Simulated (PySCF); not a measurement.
# C₅H₁₁GeOP+ (doublet): open-shell or spin-flip excitations

Aim: compute the open-shell or spin-flip excitations of C₅H₁₁GeOP+ (doublet) (`CC/[C](=C\C=O)[GeH2][PH2]`).

Programs: PySCF 2.14.0, with routines of our own; each step states its level. All values are computed. Atoms count from 0.

### Step 1. The system as given

19 atoms, charge 1, multiplicity 2; geometry from: GFN2-xTB.

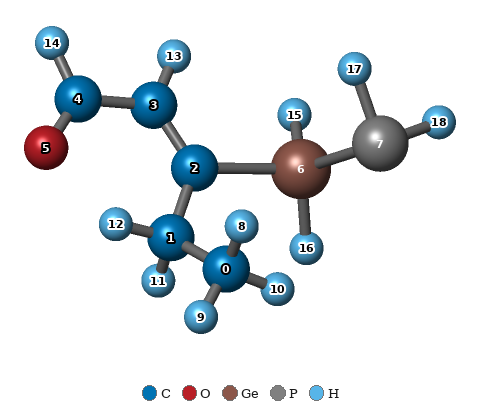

The starting geometry (carbon blue, oxygen red, germanium brown, phosphorus grey, hydrogen blue).

### Step 2. Open-shell or spin-flip excitations: unrestricted TDA BHandHLYP/def2-SVP

Job settings and geometry (Å):

```
{"job": {"kind": "uabs", "xc": "BHandHLYP", "basis": "def2-SVP", "nstates": 10, "tda": true}, "charge": 1, "multiplicity": 2}
C     -1.239870    -1.534990     0.675593
C     -1.264921    -0.478879    -0.414845
C     -0.078415     0.368802    -0.495838
C     -0.053971     1.700127    -0.568443
C     -1.297095     2.473698    -0.478633
O     -2.402551     2.017209    -0.387206
Ge     1.729741    -0.606294    -0.574282
P      2.178949    -1.094193     1.657230
H     -1.024302    -1.093872     1.646968
H     -2.201572    -2.038724     0.725413
H     -0.482586    -2.291516     0.454522
H     -1.434561    -0.951689    -1.389423
H     -2.127306     0.212407    -0.250082
H      0.861214     2.264804    -0.661023
H     -1.129751     3.563134    -0.484688
H      2.615979     0.330379    -1.373767
H      1.428667    -1.798703    -1.453323
H      2.377699     0.250837     1.990458
H      3.534851    -1.283285     1.373907
```

Level: unrestricted TDA BHandHLYP/def2-SVP, vertical, gas phase, core orbitals frozen in the response.

Command:

```bash
$ OMP_NUM_THREADS=1 python excited_run.py task.json out
```

This one command runs all jobs of the session in turn.

The log of the run:

```text
coarse grid: 72104 points
cycle   1  E = -2689.4441719274  dE =  7.852e-01  |g| = 5.639e-01  |ddm| = 3.083e+00
cycle   2  E = -2689.1048123830  dE =  3.394e-01  |g| = 1.074e+00  |ddm| = 1.395e+00
cycle   3  E = -2689.5929495977  dE = -4.881e-01  |g| = 1.291e-01  |ddm| = 1.004e+00
cycle   4  E = -2689.5998418917  dE = -6.892e-03  |g| = 7.793e-02  |ddm| = 2.031e-01
cycle   5  E = -2689.6027710855  dE = -2.929e-03  |g| = 3.176e-02  |ddm| = 8.998e-02
cycle   6  E = -2689.6033493147  dE = -5.782e-04  |g| = 2.372e-02  |ddm| = 4.203e-02
cycle   7  E = -2689.6040870644  dE = -7.377e-04  |g| = 1.698e-02  |ddm| = 5.396e-02
cycle   8  E = -2689.6049092172  dE = -8.222e-04  |g| = 1.074e-02  |ddm| = 7.994e-02
cycle   9  E = -2689.6055782620  dE = -6.690e-04  |g| = 4.313e-03  |ddm| = 1.041e-01
cycle  10  E = -2689.6056901743  dE = -1.119e-04  |g| = 3.258e-03  |ddm| = 3.226e-02
cycle  11  E = -2689.6057486285  dE = -5.845e-05  |g| = 1.605e-03  |ddm| = 4.218e-02
cycle  12  E = -2689.6057526114  dE = -3.983e-06  |g| = 1.314e-03  |ddm| = 9.047e-03
final grid: 151304 points
cycle  13  E = -2689.6057002714  dE = -3.712e-07  |g| = 1.851e-03  |ddm| = 3.992e-03
cycle  14  E = -2689.6056971011  dE =  3.170e-06  |g| = 3.573e-03  |ddm| = 5.536e-03
cycle  15  E = -2689.6057032946  dE = -6.193e-06  |g| = 4.233e-04  |ddm| = 3.166e-03
cycle  16  E = -2689.6057038267  dE = -5.321e-07  |g| = 3.739e-04  |ddm| = 1.069e-03
cycle  17  E = -2689.6057054088  dE = -1.582e-06  |g| = 2.040e-04  |ddm| = 4.705e-03
cycle  18  E = -2689.6057057161  dE = -3.073e-07  |g| = 1.066e-04  |ddm| = 1.895e-03
cycle  19  E = -2689.6057058277  dE = -1.116e-07  |g| = 7.663e-05  |ddm| = 1.113e-03
cycle  20  E = -2689.6057058761  dE = -4.836e-08  |g| = 4.978e-05  |ddm| = 7.154e-04
cycle  21  E = -2689.6057059050  dE = -2.891e-08  |g| = 3.434e-05  |ddm| = 5.704e-04
cycle  22  E = -2689.6057059151  dE = -1.014e-08  |g| = 2.449e-05  |ddm| = 3.216e-04
cycle  23  E = -2689.6057059193  dE = -4.152e-09  |g| = 1.696e-05  |ddm| = 2.179e-04
cycle  24  E = -2689.6057059209  dE = -1.592e-09  |g| = 1.518e-05  |ddm| = 1.723e-04
cycle  25  E = -2689.6057059215  dE = -6.503e-10  |g| = 4.612e-06  |ddm| = 1.051e-04
converged SCF energy = -2689.6057059215

Static polarisability (au): isotropic 132.322, principal 88.843 104.023 204.101

<S^2> of the reference = 0.7635 (exact 0.7500)

Excitations
state   eV       nm        f      <S^2>   main configurations
  1   1.0111   1226.2   0.00174   0.774   Hb->Lb 0.34, H-2b->Lb 0.31, H-1b->Lb 0.24
  2   1.6299    760.7   0.00733   0.781   Hb->Lb 0.65, H-2b->Lb 0.21, H-1b->Lb 0.09
  3   2.1875    566.8   0.08693   0.770   H-1b->Lb 0.39, H-2b->Lb 0.36
  4   3.3151    374.0   0.00170   0.793   H-3b->Lb 0.76, H-1b->Lb 0.20
  5   3.3453    370.6   0.00008   2.742   H-2a->La 0.21, H-2b->L+1b 0.19, H-1b->L+1b 0.16, H-3a->La 0.10
  6   3.7527    330.4   0.02055   0.923   H-5b->Lb 0.68
  7   3.7721    328.7   0.00782   1.578   H-1a->La 0.37, H-2a->La 0.18, H-5b->Lb 0.14, H-2b->L+1b 0.10
  8   3.9753    311.9   0.00191   0.809   H-4b->Lb 0.92
  9   4.1702    297.3   0.03202   1.286   Hb->L+1b 0.37, H-2b->L+1b 0.29, H-1b->L+1b 0.11
 10   4.2486    291.8   0.01540   2.129   Ha->La 0.73, H-1a->La 0.12
```

Run time: 1.9 min. Hardware: 1 thread of Arm Neoverse V1, shared host; peak memory 0.75 GiB.

In short:

```tsv
quantity	value
⟨S²⟩	0.763
```

Löwdin spin populations:

C0 0.01; C1 0.09; C2 0.03; C3 0.08; C4 -0.01; O5 0.59; Ge6 0.06; P7 0.01; H8 0.00; H9 0.00; H10 0.01; H11 0.00; H12 0.04; H13 0.01; H14 0.08; H15 0.00; H16 0.00; H17 0.00; H18 0.00

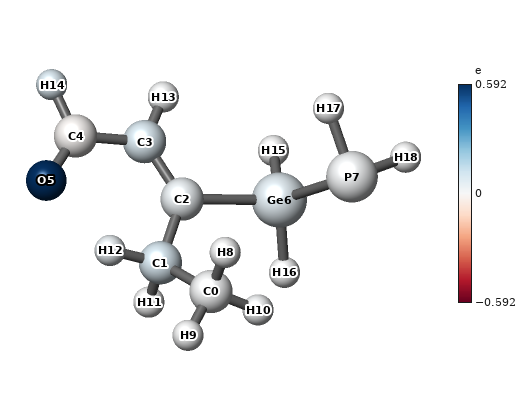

Löwdin spin populations, as colours on the atoms.

The fields below are evaluated on a grid from the run's orbitals.

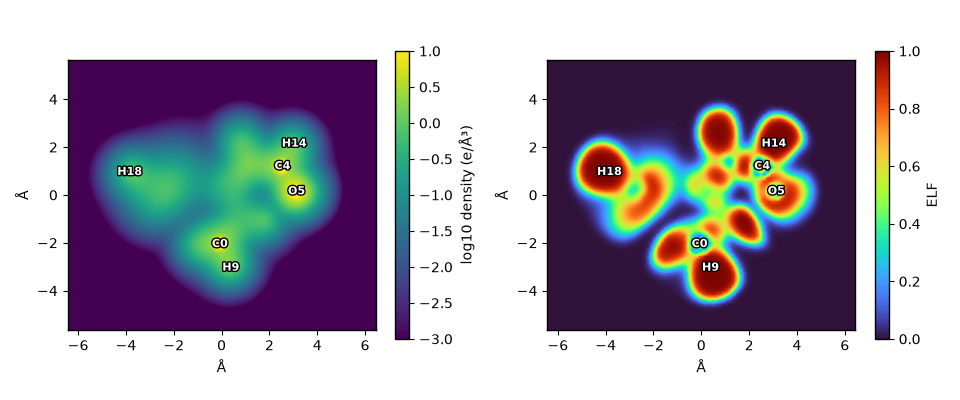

Density (left) and ELF (right) in a plane through or near 6 of the atoms.

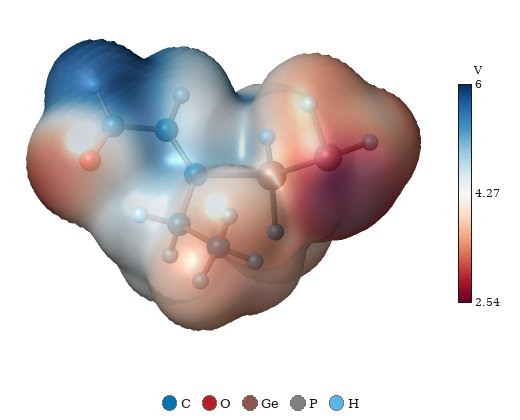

Electrostatic potential on the surface of density 0.002 e/bohr³; red is low, blue high. It runs from 2.54 V near P7 to 6.00 V near H14.

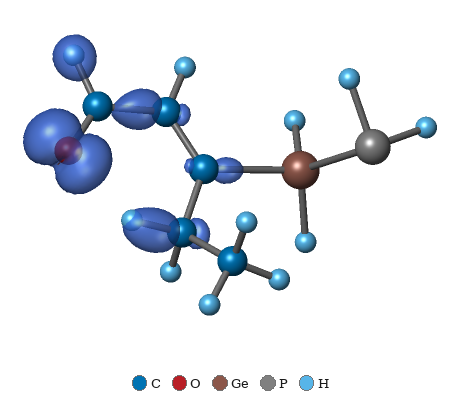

Spin density at ±0.07 e/Å³ (alpha excess blue, beta excess red).

### Step 3. Open-shell or spin-flip excitations: unrestricted TDDFT B3LYP/def2-SVP in acetone

The job, as its differences from that of step 2:

```diff
@@ -1,2 +1,2 @@
-{"job": {"kind": "uabs", "xc": "BHandHLYP", "basis": "def2-SVP", "nstates": 10, "tda": true}, "charge": 1, "multiplicity": 2}
+{"job": {"kind": "uabs", "xc": "B3LYP", "basis": "def2-SVP", "nstates": 6, "tda": false, "solvent": "acetone"}, "charge": 1, "multiplicity": 2}
 C     -1.239870    -1.534990     0.675593
```

With the program's defaults for keys left out, this is: unrestricted TDDFT B3LYP/def2-SVP, vertical, IEF-PCM acetone (non-equilibrium linear response), core orbitals frozen in the response.

The log of the run:

```text
coarse grid: 72104 points
cycle   1  E = -2689.8081322720  dE =  4.660e-01  |g| = 5.962e-01  |ddm| = 3.169e+00
cycle   2  E = -2689.1579184679  dE =  6.502e-01  |g| = 1.330e+00  |ddm| = 1.642e+00
cycle   3  E = -2689.9225475375  dE = -7.646e-01  |g| = 2.546e-01  |ddm| = 1.349e+00
cycle   4  E = -2689.9497510592  dE = -2.720e-02  |g| = 8.970e-02  |ddm| = 3.195e-01
cycle   5  E = -2689.9527350492  dE = -2.984e-03  |g| = 5.505e-02  |ddm| = 1.314e-01
cycle   6  E = -2689.9541492013  dE = -1.414e-03  |g| = 2.406e-02  |ddm| = 6.601e-02
cycle   7  E = -2689.9545168410  dE = -3.676e-04  |g| = 1.295e-02  |ddm| = 4.683e-02
cycle   8  E = -2689.9546708840  dE = -1.540e-04  |g| = 3.910e-03  |ddm| = 4.008e-02
cycle   9  E = -2689.9546980037  dE = -2.712e-05  |g| = 1.269e-03  |ddm| = 1.829e-02
cycle  10  E = -2689.9547052267  dE = -7.223e-06  |g| = 7.158e-04  |ddm| = 9.435e-03
final grid: 151304 points
cycle  11  E = -2689.9546261693  dE = -1.456e-06  |g| = 9.594e-04  |ddm| = 3.970e-03
cycle  12  E = -2689.9546243456  dE =  1.824e-06  |g| = 2.628e-03  |ddm| = 4.087e-03
cycle  13  E = -2689.9546275094  dE = -3.164e-06  |g| = 3.166e-04  |ddm| = 2.301e-03
cycle  14  E = -2689.9546277536  dE = -2.442e-07  |g| = 2.466e-04  |ddm| = 9.536e-04
cycle  15  E = -2689.9546282548  dE = -5.012e-07  |g| = 8.720e-05  |ddm| = 3.676e-03
cycle  16  E = -2689.9546282677  dE = -1.289e-08  |g| = 1.944e-05  |ddm| = 4.786e-04
cycle  17  E = -2689.9546282683  dE = -6.248e-10  |g| = 1.106e-05  |ddm| = 7.263e-05
converged SCF energy = -2689.9546282683

Static polarisability (au): isotropic 197.882, principal 129.304 155.334 309.008

<S^2> of the reference = 0.7544 (exact 0.7500)

Excitations
state   eV       nm        f      <S^2>   main configurations
  1   0.6553   1892.0   0.00343   0.761   Hb->Lb 0.86, H-1b->Lb 0.12
  2   1.0861   1141.6   0.00011   0.760   H-1b->Lb 0.79, Hb->Lb 0.13
  3   2.0033    618.9   0.10009   0.764   H-2b->Lb 0.85
  4   2.4478    506.5   0.01550   0.764   H-3b->Lb 0.95
  5   2.9056    426.7   0.01517   0.763   H-4b->Lb 0.73, H-5b->Lb 0.23
  6   2.9849    415.4   0.00556   0.795   H-5b->Lb 0.68, H-4b->Lb 0.25
```

It took 95 s on 1 thread of Arm Neoverse V1, shared host; peak memory 0.96 GiB.

Key values:

```tsv
quantity	value
⟨S²⟩	0.754
```

### Step 4. What came out

| quantity | value |
| --- | --- |
| lowest and brightest state of nearly pure spin, of 10 (step 2, unrestricted TDA BHandHLYP/def2-SVP) | 1.01 eV; 2.19 eV, f = 0.087 |
| lowest and brightest state of nearly pure spin, of 6 (step 3, unrestricted TDDFT B3LYP/def2-SVP in acetone) | 0.66 eV; 2.00 eV, f = 0.100 |

States whose ⟨S²⟩ lies well above the reference's are mixtures of spin states, an artefact of the unrestricted response, and are left out of the summary. The lowest state of nearly pure spin runs from 0.66 to 1.01 eV over the runs.
